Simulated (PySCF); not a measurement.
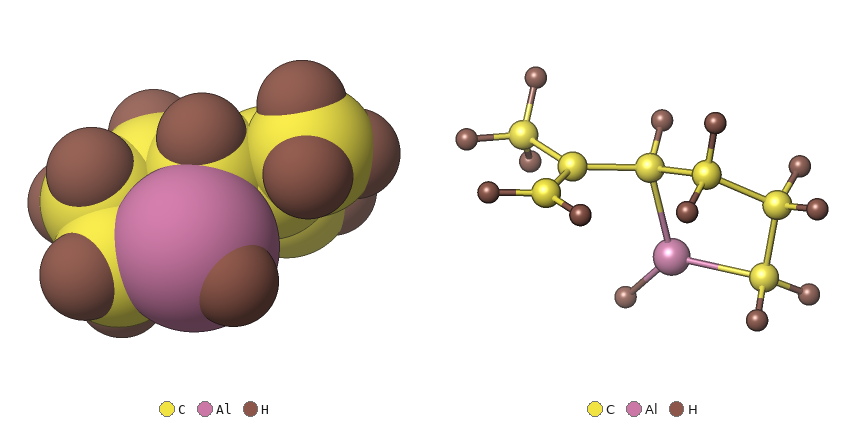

Two views of one molecule.

What is the molecular formula?

C7H13Al, 21 atoms: 7 carbon, 13 hydrogen and 1 aluminium.

What is the point group of this geometry?

C1.

How many bonds of each kind are drawn?

12 C–H, 6 C–C, 2 C–Al, 1 Al–H.

Name some functional groups or characteristic bonds that it holds.

Among them: alkene.

Give a SMILES string for it.

C=C(C)[C@H]1CC[CH2][AlH]1

More results for the same structure follow; atom numbers are the same in all pictures, views and colours differ. The computed structure is the end point of a PBE0-D3(BJ)/def2-SVP optimisation. No frequency run is at hand to confirm it as a minimum.

Excitation

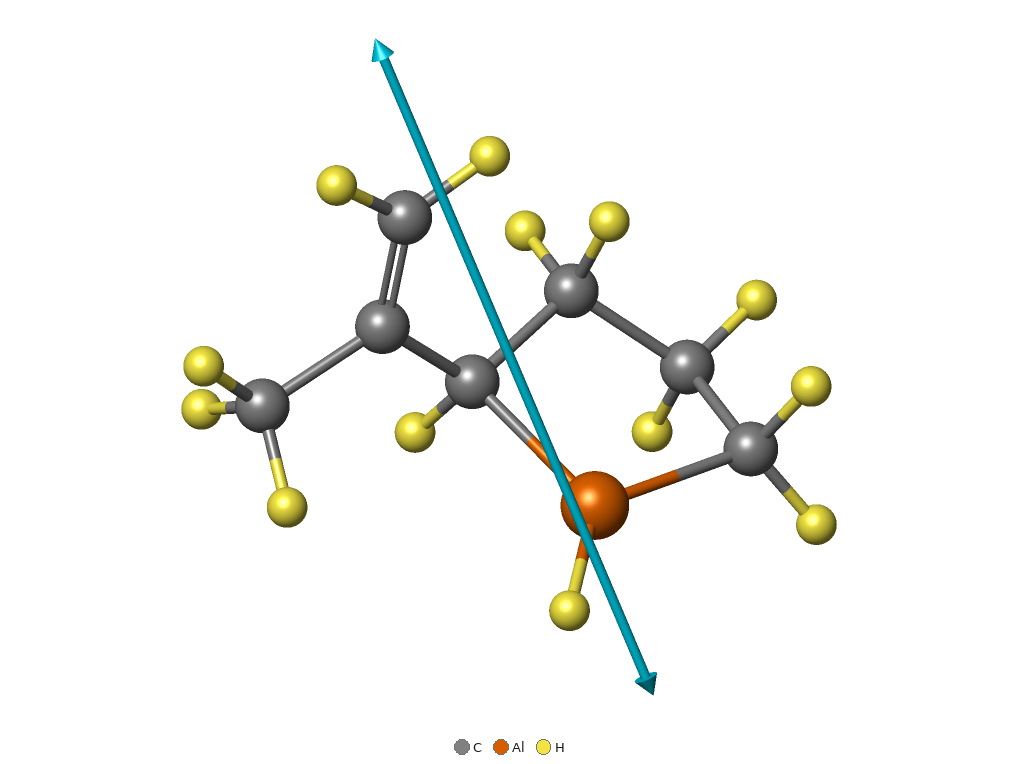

The double arrow shows the direction of the transition dipole to excited singlet state 6 (its length means nothing). No frequency run is at hand to confirm it as a minimum. Properties computed with TDDFT B3LYP/def2-SVPD, vertical, gas phase, core orbitals frozen in the response (PySCF 2.14.0).

Give its energy, strength and character.

5.93 eV (209 nm), oscillator strength 0.20, of mixed character, with the largest part HOMO → LUMO+2 (weight 0.45); transition dipole 2.99 D.

Charges

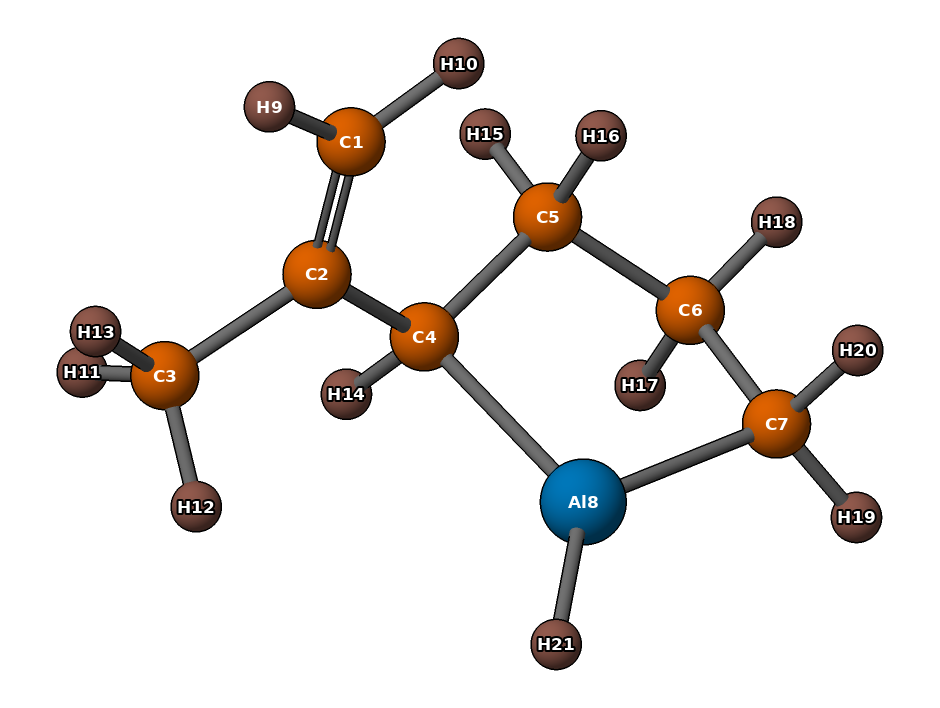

The questions are on IAO charges. No frequency run is at hand to confirm it as a minimum. Level of theory: PBE0/pcSseg-1, gas phase (PySCF 2.14.0).

Which atom carries the highest charge (most positive or least negative)?

Al8 (0.87 e).

And the lowest?

C7 (−0.62 e).

List the IAO charges.

| atom | value (e) |
| --- | --- |
| C1 | −0.38 |
| C2 | 0.04 |
| C3 | −0.41 |
| C4 | −0.45 |
| C5 | −0.24 |
| C6 | −0.24 |
| C7 | −0.62 |
| Al8 | 0.87 |
| H9 | 0.14 |
| H10 | 0.13 |
| H11 | 0.14 |
| H12 | 0.14 |
| H13 | 0.14 |
| H14 | 0.13 |
| H15 | 0.14 |
| H16 | 0.12 |
| H17 | 0.12 |
| H18 | 0.13 |
| H19 | 0.14 |
| H20 | 0.14 |
| H21 | −0.19 |

NMR shielding

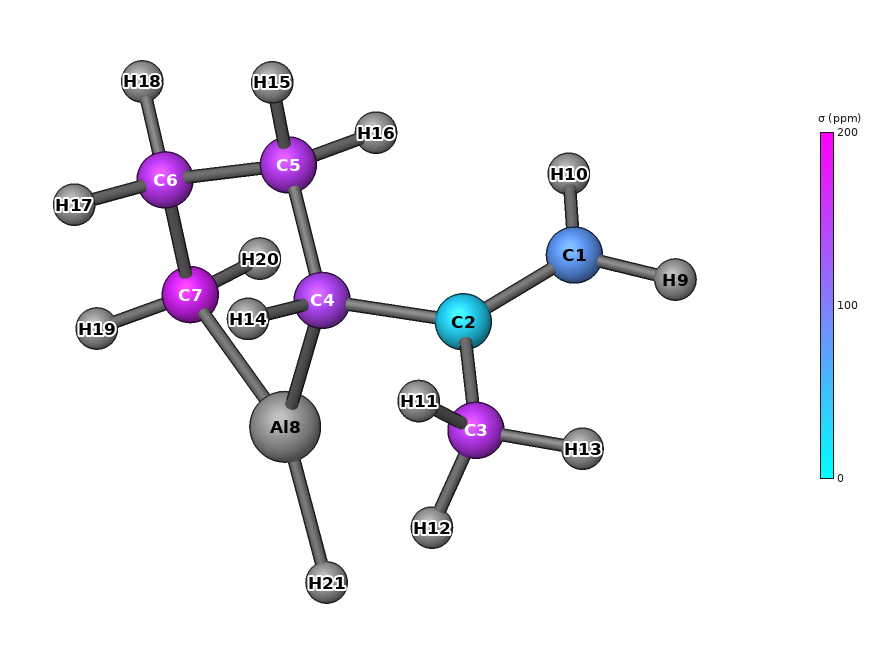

Atoms are coloured by their isotropic NMR shieldings (C only, the others grey). No frequency run is at hand to confirm it as a minimum. Method: GIAO PBE0/pcSseg-1 NMR shielding, non-relativistic, gas phase (PySCF 2.14.0).

Give the isotropic NMR shieldings of the C atoms atom by atom.

| atom | σ (ppm) |
| --- | --- |
| C1 | 77.1 |
| C2 | 29.4 |
| C3 | 155.3 |
| C4 | 143.8 |
| C5 | 152.0 |
| C6 | 155.4 |
| C7 | 172.3 |
